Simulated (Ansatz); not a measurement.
How far to go with the k-point mesh: a (110) slab of ScCd (cut from a parent of space group no. 221; 8 atoms in the cell)

```xyz
8
Lattice="3.5439 0.0000 0.0000 0.0000 5.0118 0.0000 0.0000 0.0000 21.5177" Properties=species:S:1:pos:R:3 pbc="T T T"
Sc     1.7719     3.7589     7.0000
Cd     0.0000     1.2530     7.0000
Sc     1.7719     1.2530     9.5059
Cd     0.0000     3.7589     9.5059
Sc     1.7719     3.7589    12.0118
Cd     0.0000     1.2530    12.0118
Sc     1.7719     1.2530    14.5177
Cd     0.0000     3.7589    14.5177
```

Method: PBEsol, default PAW files made with PBE (plane waves; Ansatz, a quantum-chemistry and plane-wave program).

Base settings: basis.ecutwfc = 420 eV; kpoints.mp_grid.grid = 6 3 1; hamiltonian.xc = pbesol; hamiltonian.pseudopotentials = {kind: paw} (the program's default PAW files); scf.occupations.method = gaussian; scf.occupations.width = 0.1 eV.

Only quantities that move along the ladder and can be compared are tabulated.

The count of work is k-points × plane waves × bands × iterations; it is no time. Core times come from one kind of shared machine, to one figure; runs under 30 s give none.

The starting cell comes from a database of computed structures (which also holds hypothetical and non-ambient phases and stackings), without a prior relaxation at this level. The slab is cut from that crystal, and its faces are unrelaxed. Its lattice was rescaled by up to half a per cent. Without a gap this mesh is coarse (it stands for a supercell whose shortest in-plane vector is 15 Å).

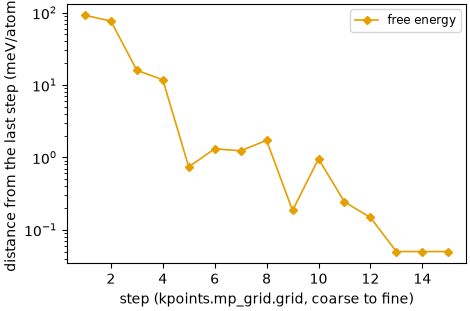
Figure. Distance from the last step along the ladder; very small values are drawn at a floor.

| kpoints.mp_grid.grid | free energy less the last step's (meV/atom) | largest difference of a force vector from the last step's (eV/Å) | count of work / last | core time / last (rough) |
|---|---|---|---|---|
| 2 2 1 | -91.87 | 0.362 | 0.038 | – |
| 3 2 1 | 76.63 | 0.318 | 0.038 | – |
| 3 3 1 | 15.96 | 0.196 | 0.034 | – |
| 4 3 1 | 11.83 | 0.108 | 0.051 | – |
| 6 3 1 | -0.74 | 0.088 | 0.062 | – |
| 5 4 1 | -1.32 | 0.080 | 0.077 | – |
| 6 4 1 | 1.23 | 0.087 | 0.11 | – |
| 7 5 1 | -1.72 | 0.027 | 0.10 | – |
| 8 6 1 | -0.18 | 0.007 | 0.15 | – |
| 9 7 1 | 0.95 | 0.013 | 0.17 | – |
| 11 8 1 | -0.24 | 0.006 | 0.26 | 0.4 |
| 13 9 1 | 0.15 | 0.008 | 0.30 | 0.5 |
| 15 11 1 | 0.02 | 0.003 | 0.41 | 0.7 |
| 17 12 1 | 0.04 | 0.001 | 0.54 | 0.9 |
| 20 15 1 | 0.02 | 0.001 | 0.75 | 1 |
| 24 17 1 | 0.00 | 0.000 | 1.0 | 1 |

Coarsest kpoints.mp_grid.grid that holds the forces within 0.005 eV/Å of the last step, with all finer ones: 15 11 1, at 0.41 of the last step's count of work; the step before is off by 0.008 eV/Å.

Coarsest kpoints.mp_grid.grid that holds the free energy within 5 meV/atom of the last step, with all finer ones: 6 3 1, at 0.062 of the last step's count of work; the step before is off by 12 meV/atom.

Keys are those of Ansatz 0.2.
